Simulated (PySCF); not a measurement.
## Frequency calculation, with input and output: GeFCl

GeFCl, computed with RKS-based PBE0, Ge def2-TZVP, F def2-TZVP, Cl def2-TZVP; non-relativistic Hamiltonian; density fitting (PySCF 2.14.0).

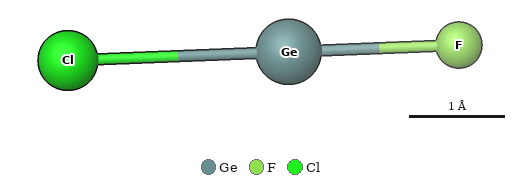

Figure 1. The input geometry (ball-and-stick view, seen at a tilt). Sticks mark near contacts. Bond lengths as drawn: Cl–Ge 2.35 Å and F–Ge 1.81 Å.

Results in brief:

- outcome: converged
- total energy: −2636.617596 hartree
- HOMO: −7.50 eV
- LUMO: −3.40 eV
- zero-point energy: 0.001962 hartree
- dipole moment: 1.00 D
- wavenumbers, lowest and highest: 205i and 561 cm⁻¹
- hardware: 4 threads of Arm Neoverse N1, 112 GiB of memory available, shared host
- wall time: 26 s (CPU time 80 s)
- peak memory: 1.1 GiB

The input:
```python
from pyscf import gto, scf, dft
mol = gto.M(atom='''
Ge    -0.000000    -0.000000    -0.372446
F     -0.000000     0.000000    -2.183204
Cl     0.000000     0.000000     1.973724''',
    basis={'Ge': 'def2-TZVP', 'F': 'def2-TZVP', 'Cl': 'def2-TZVP'},
    charge=0, spin=0)
mf = dft.RKS(mol, xc='PBE0')
mf.grids.atom_grid = (75, 302)
aux = {'Ge': 'def2-universal-JKFIT', 'F': 'def2-universal-JKFIT', 'Cl': 'def2-universal-JKFIT'}
mf = mf.density_fit(auxbasis=aux)
mf.conv_tol = 1e-09
mf.diis_space = 10
mf.max_cycle = 60
mf.verbose = 4
mf.kernel()
```

The script is an equivalent of the set-up of the self-consistent field. The run itself was carried out by a driver, which started from the orbitals of the step before it where there was one and computed the further properties.

Launched with:
```bash
OMP_NUM_THREADS=4 python axn.py task.json out
```

Output:
```
init E= -2636.61759602589
  HOMO = -0.27569529292503  LUMO = -0.124951167192396  gap/eV = 4.10196
cycle= 1 E= -2636.61759602588  delta_E= 1.73e-11  |g|= 9.15e-06  |ddm|= 1.32e-05
  HOMO = -0.275694567703535  LUMO = -0.124952156237225  gap/eV = 4.10191
Extra cycle  E= -2636.61759602583  delta_E= 4.55e-11  |g|= 1.69e-05  |ddm|= 2.35e-05
converged SCF energy = -2636.61759602583
```

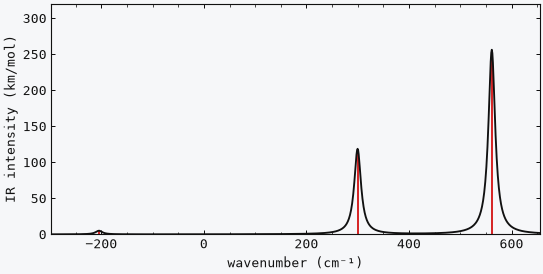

Figure 2. Harmonic infrared spectrum, unscaled: sticks (degenerate modes added up, dark ones marked on the axis) with a Lorentzian envelope of 16 cm⁻¹ full width, scaled to the tallest stick; imaginary modes are drawn at negative wavenumbers. 4 modes from 205i to 561 cm⁻¹, 2 imaginary beyond 8i (205i, 205i cm⁻¹): not a minimum. The strongest line is at 561 cm⁻¹ (256 km/mol). All modes, in cm⁻¹ (km/mol): 205i (2.5), 205i (2.5), 300 (119), 561 (256).
